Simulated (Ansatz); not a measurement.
BBrOSi (SMILES BrB1O[Si]1)

```xyz
4

B    -0.9162    2.5962    0.1400
Br   -2.6590    3.0277   -0.4621
O    -0.5441    2.1493    1.3552
Si    0.9649    2.2485    0.4286
```

Geometry: PBE0-D3(BJ)/def2-SVP.

Theory: isolated molecule in a Gaussian basis; Kohn-Sham density functional theory, functional PBE0 in Ansatz 0.2.0.

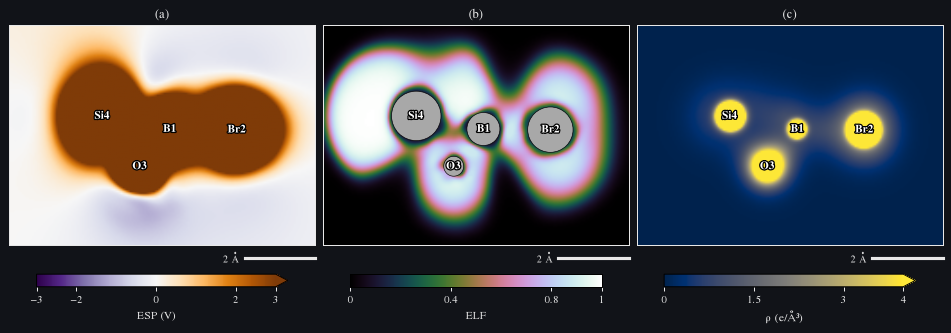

Figure 1. (a) molecular electrostatic potential; (b) electron localisation function; (c) total electron density on the molecular plane. Grey discs cover the atomic cores in the ELF map.

Read the bonding off the picture.

- The plane passes through B, Br, O and Si nuclei.
- B–O (1.35 Å): ρ at the midpoint is about 2.2 e/Å³; the ELF peaks at about 0.90 between the atoms, as expected for a polar covalent bond.
- Si–O (1.77 Å): ρ at the midpoint is about 0.91 e/Å³; the ELF peaks at about 0.80 between the atoms; a shared but strongly polarised pair.
- B–Br (1.89 Å): ρ at the midpoint is about 1.1 e/Å³, with its minimum of 0.93 e/Å³ about 0.6 Å from B; the ELF peaks at about 0.90 between the atoms, as expected for a shared but strongly polarised pair.
- Si–B (1.93 Å): ρ is about 0.72 e/Å³ halfway; the ELF peaks at about 0.70 between the atoms.
- The ELF also peaks beside O3, Br2 and Si4, away from the bonds: lone-pair regions.
- Outside the dense part of the molecule the potential is most negative (−1.2 V) near O3.

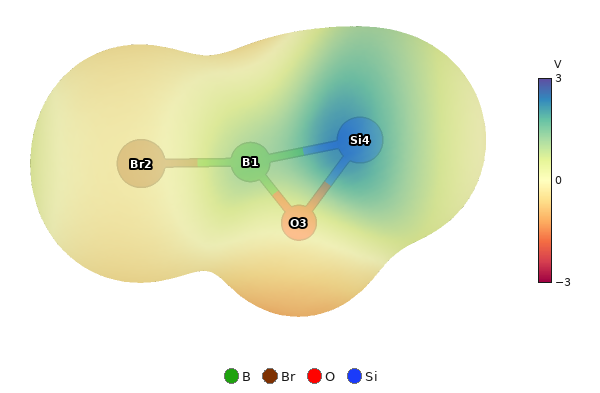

Figure 2. The electrostatic potential painted on the density surface at 0.002 e/bohr³, seen across its widest extent; the colour scale runs from red (negative) to blue (positive).

Which sites attract a positive test charge, and which a negative one?

A positive charge is drawn to the negative regions and a negative charge to the positive ones. The most negative region (about −1.0 V) lies over O3, the most positive (about +2.3 V) over Si4. Br2 shows a σ-hole: about +0.5 V at the tip opposite its bond, against about −0.3 V on its flanks. O3 is the likeliest acceptor of a hydrogen bond.

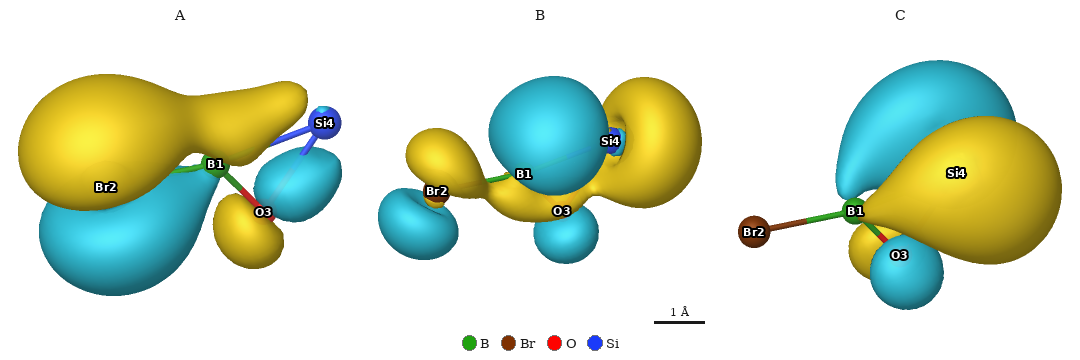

Figure 3. Three frontier orbitals at ±0.1 Å⁻³ᐟ² (yellow and cyan are the two phases), in no order.

Which picture is the HOMO−1, the HOMO and the LUMO?

A is the HOMO−1 (−8.90 eV). By Hirshfeld shares it lies mainly on Br2 (about 80 %), B1 (about 10 %) and O3 (about 10 %); it is symmetric in the molecular plane (an in-plane orbital: σ, lone-pair or in-plane π type); largely a lone pair of Br2. B is the HOMO (−6.59 eV). Its weight (Hirshfeld) is mainly on Si4 (about 45 %), B1 (about 25 %), Br2 (about 15 %) and O3 (about 10 %); it is symmetric in the molecular plane (an in-plane orbital: σ, lone-pair or in-plane π type). C is the LUMO (−3.00 eV). Its weight (Hirshfeld) is mainly on Si4 (about 80 %), O3 (about 10 %) and B1 (about 10 %); it changes sign across the molecular plane (π type); π-antibonding (a node) across B1–O3.

What is the HOMO–LUMO gap?

3.59 eV between the orbital energies.

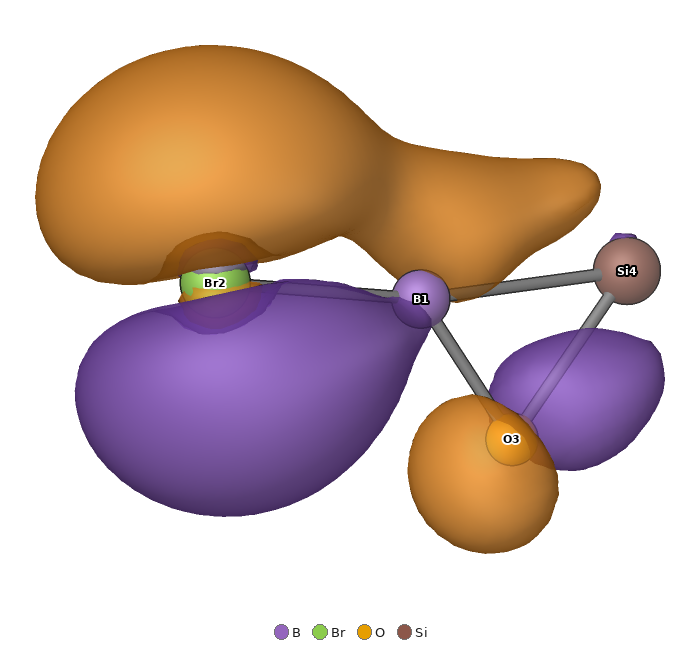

Figure 4. The HOMO−1 at ±0.1 Å⁻³ᐟ² (orange and purple are the two phases), seen at a tilt.

Where does this orbital lie, and at what energy?

It lies mainly on Br2 (about 80 %), B1 (about 10 %) and O3 (about 10 %); it is symmetric in the molecular plane (an in-plane orbital: σ, lone-pair or in-plane π type); largely a lone pair of Br2. Its energy is −8.90 eV.
